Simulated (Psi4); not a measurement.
# OMP2/cc-pVDZ (density fitting for correlation) run of C2H7BO (SMILES CBOC)

Aim: the vertical ionisation energy of C2H7BO at OMP2/cc-pVDZ (density fitting for correlation), from 2 runs. 

Program for the calculation: Psi4 1.11.

3 further runs of the same task are left out: 3 set aside as unsound or not needed.

## Step 1: The system as given

C2H7BO: 11 atoms, total charge 0, spin state singlet. SMILES: `CBOC`. The coordinates come from a PBE0-D4/def2-TZVP relaxation. This is one conformer, not always the lowest.

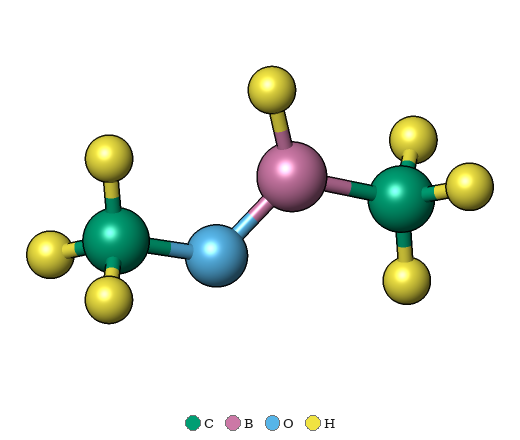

Viewed from a chosen angle; carbon teal, boron pink, oxygen blue, hydrogen yellow.

## Step 2: The energy at OMP2/cc-pVDZ (density fitting for correlation)

Input file input.json:

```json
{
 "schema_name": "qcschema_input",
 "schema_version": 1,
 "molecule": {
  "schema_name": "qcschema_molecule",
  "schema_version": 2,
  "symbols": ["C", "B", "O", "C", "H", "H", "H", "H", "H", "H", "H"],
  "geometry": [-2.46836026, 2.53544554, -0.68918312, -0.82146395, 0.39060639, 0.48584859, 1.18410239, -0.50474585, -0.80351155, 2.74841768, -2.43717978, 0.15854802, -1.82547544, 3.13127619, -2.55604356, -4.44350201, 1.92997729, -0.82694415, -2.48631266, 4.18498748, 0.56294941, -1.28255712, -0.50682455, 2.53374479, 2.73329987, -4.03078582, -1.15292191, 2.10477696, -3.07288365, 2.01709367, 4.68047367, -1.72758762, 0.30934817],
  "molecular_charge": 0,
  "molecular_multiplicity": 1,
  "fix_symmetry": "c1",
  "fix_com": true,
  "fix_orientation": true
 },
 "driver": "energy",
 "model": {
  "method": "omp2",
  "basis": "cc-pVDZ"
 },
 "keywords": {
  "puream": true,
  "e_convergence": 1e-09,
  "d_convergence": 1e-08,
  "scf_type": "pk",
  "num_frozen_docc": 4
 }
}
```

Command:

```
$ psi4 --qcschema input.json -n 1 --memory 1600MB
```

stdout:

```text
[...]
  Running in c1 symmetry.
[...]
  Nuclear repulsion =  114.537292036454971
[...]
  Multiplicity = 1
[...]
  Nalpha       = 16
  Nbeta        = 16
[...]
    Number of basis functions: 91
[...]
   @RHF iter   1:  -179.29804441642901   -8.82960e-01   4.80029e-03 ADIIS/DIIS
[...]
   @RHF iter  11:  -179.41085863271644   -9.23706e-12   7.40024e-09 DIIS
[...]
    Orbital Energies [Eh]
    ---------------------
    Doubly Occupied:
       1A    -20.566252     2A    -11.284991     3A    -11.192118
       4A     -7.612178     5A     -1.377302     6A     -0.958798
       7A     -0.922093     8A     -0.717740     9A     -0.641387
      10A     -0.632500    11A     -0.581077    12A     -0.537646
      13A     -0.517616    14A     -0.502518    15A     -0.464646
      16A     -0.437564
[...]
  @RHF Final Energy:  -179.41085863271644
   => Energetics <=
    Nuclear Repulsion Energy =            114.5372920364549714
    One-Electron Energy =                -470.0034465436780806
    Two-Electron Energy =                 176.0552958745066690
    Total Energy =                       -179.4108586327164403
[...]
 Multipole Moments:
 ------------------------------------------------------------------------------------
     Multipole            Electronic (a.u.)      Nuclear  (a.u.)        Total (a.u.)
 ------------------------------------------------------------------------------------
 L = 1.  Multiply by 2.5417464519 to convert [e a0] to [Debye]
 Dipole X            :         -6.3085825            6.5265472            0.2179647
 Dipole Y            :          1.2523646           -1.5871810           -0.3348164
 Dipole Z            :          6.5368703           -6.2954336            0.2414367
 Magnitude           :                                                    0.4668000
[...]
	Warning: cc_lambda option is changed to TRUE
	For this residual convergence, default PCG convergence is:     1.00e-07
[...]
	DF-MP2 Total Energy (a.u.)         :  -179.97007104392532
[...]
	DF-MP2 Total Energy (a.u.)         :  -179.97663497920837
[...]
	DF-OMP2 Total Energy (a.u.)        :  -179.97663497921445
[...]
```

The result, in JSON:

```text
{
 "driver": "energy",
 "model": {
  "method": "omp2",
  "basis": "cc-pVDZ"
 },
 "success": true,
 "return_result": -179.97663497921445,
 "properties": {
  "calcinfo_nbasis": 91,
  "calcinfo_nmo": 91,
  "calcinfo_nalpha": 16,
  "calcinfo_nbeta": 16,
  "calcinfo_natom": 11,
  "nuclear_repulsion_energy": 114.53729203645497,
  "return_energy": -179.97663497921445,
  "scf_one_electron_energy": -470.0034465436781,
  "scf_two_electron_energy": 176.05529587450667,
  "scf_dipole_moment": [0.21796470934384704, -0.33481636333728293, 0.2414366586335417],
  "scf_total_energy": -179.41085863271644,
  "scf_iterations": 11,
  "mp2_singles_energy": 0.0,
  "mp2_doubles_energy": -0.5592124112088724,
  "mp2_correlation_energy": -0.5592124112088754,
  "mp2_total_energy": -179.97007104392532
 }
}
```

Wall time 16 s (1 thread of Intel Xeon Platinum 8559C (Emerald Rapids), shared host); peak memory 0.33 GiB.

## Step 3: The doublet cation, same level

Input file job.py:

```python
import psi4

psi4.set_memory(1600000000)
psi4.set_num_threads(1)
psi4.core.set_output_file('output.dat', False)

molecule = psi4.geometry("""
1 2
C     -1.306200     1.341700    -0.364700
B     -0.434700     0.206700     0.257100
O      0.626600    -0.267100    -0.425200
C      1.454400    -1.289700     0.083900
H     -0.966000     1.657000    -1.352600
H     -2.351400     1.021300    -0.437600
H     -1.315700     2.214600     0.297900
H     -0.678700    -0.268200     1.340800
H      1.446400    -2.133000    -0.610100
H      1.113800    -1.626100     1.067400
H      2.476800    -0.914200     0.163700
units angstrom
symmetry c1
""")

options = {'reference': 'uhf', 'puream': True, 'e_convergence': 1e-09, 'd_convergence': 1e-08, 'scf_type': 'pk', 'num_frozen_docc': 4, 'maxiter': 100}
psi4.set_options(options)

result = psi4.energy("omp2/cc-pVDZ")
print(f'total energy {result:.8f} hartree = {result * 27.211386:.5f} eV')
```

Command:

```
$ python job.py
```

output.dat:

```text
[...]
  Running in c1 symmetry.
[...]
  Nuclear repulsion =  114.537292039722075
[...]
  Multiplicity = 2
[...]
  Nalpha       = 16
  Nbeta        = 15
[...]
    Number of basis functions: 91
[...]
   @UHF iter   1:  -178.91325187342687   -4.98167e-01   4.17879e-03 DIIS/ADIIS
[...]
   @UHF iter  27:  -179.02111952660979   -3.08944e-11   7.30300e-09 DIIS
[...]
   @S^2 Observed:                7.793850729E-01
[...]
    Orbital Energies [Eh]
    ---------------------
    Alpha Occupied:
       1A    -20.877142     2A    -11.493991     3A    -11.464646
       4A     -7.916822     5A     -1.675019     6A     -1.223493
       7A     -1.162832     8A     -1.002417     9A     -0.914014
      10A     -0.881460    11A     -0.873519    12A     -0.779101
      13A     -0.773354    14A     -0.760526    15A     -0.743203
      16A     -0.707107
    Alpha Virtual:
      17A     -0.091920    18A      0.017169    19A      0.021687
      20A      0.049571    21A      0.068406    22A      0.069518
      23A      0.092071    24A      0.101970    25A      0.109388
[...]
  @UHF Final Energy:  -179.02111952660979
   => Energetics <=
    Nuclear Repulsion Energy =            114.5372920397220753
    One-Electron Energy =                -461.8448029112211088
    Two-Electron Energy =                 168.2863913448892674
    Total Energy =                       -179.0211195266097945
  UHF NO Occupations:
  HONO-2 :   14  A 1.9939528
  HONO-1 :   15  A 1.9928034
[...]
 Multipole Moments:
 ------------------------------------------------------------------------------------
     Multipole            Electronic (a.u.)      Nuclear  (a.u.)        Total (a.u.)
 ------------------------------------------------------------------------------------
 L = 1.  Multiply by 2.5417464519 to convert [e a0] to [Debye]
 Dipole X            :         -0.0878844           -0.4915270           -0.5794114
 Dipole Y            :          0.1603440           -0.1065177            0.0538263
 Dipole Z            :         -0.1534161            0.8568474            0.7034313
 Magnitude           :                                                    0.9129241
[...]
	Warning: cc_lambda option is changed to TRUE
	For this residual convergence, default PCG convergence is:     1.00e-07
[...]
	DF-SCS-MP2 Total Energy (a.u.)     :  -179.57012484933750
	DF-SOS-MP2 Total Energy (a.u.)     :  -179.56790507298965
[...]
	DF-SCS-OMP2 Total Energy (a.u.)    :  -179.57985543341351
	DF-SOS-OMP2 Total Energy (a.u.)    :  -179.53288242377673
	DF-SCS(N)-OMP2 Total Energy (a.u.) :  -179.25609442608288
[...]
	DF-OMP2 Total Energy (a.u.)        :  -179.58633387135171
[...]
```

The script printed:

```text
total energy -179.58633387 hartree = -4886.79305 eV
```

Wall time 39 s (1 thread of Intel Xeon Platinum 8559C (Emerald Rapids), shared host); peak memory 0.33 GiB.

## Step 4: What came out

At OMP2/cc-pVDZ (density fitting for correlation), 4 core orbitals frozen:

```
                                                                  quantity          value
                                              singlet C2H7BO: total energy  -179.97663 Eh
                       singlet C2H7BO: HOMO energy (Hartree–Fock orbitals)      -11.91 eV
                       singlet C2H7BO: LUMO energy (Hartree–Fock orbitals)        4.23 eV
                     singlet C2H7BO: HOMO–LUMO gap (Hartree–Fock orbitals)       16.13 eV
               singlet C2H7BO: correlation energy (4 core orbitals frozen)     -565.8 mEh
                                              doublet cation: total energy  -179.58633 Eh
doublet cation: HOMO energy (Hartree–Fock orbitals) (highest over α and β)      -18.37 eV
 doublet cation: LUMO energy (Hartree–Fock orbitals) (lowest over α and β)       -9.30 eV
               doublet cation: correlation energy (4 core orbitals frozen)     -565.2 mEh
                         doublet cation: ⟨S²⟩ of the reference determinant          0.779
                        vertical ionisation energy (to the doublet cation)      10.621 eV
```

In words: Removing an electron at fixed nuclei costs 10.62 eV (1025 kJ/mol).
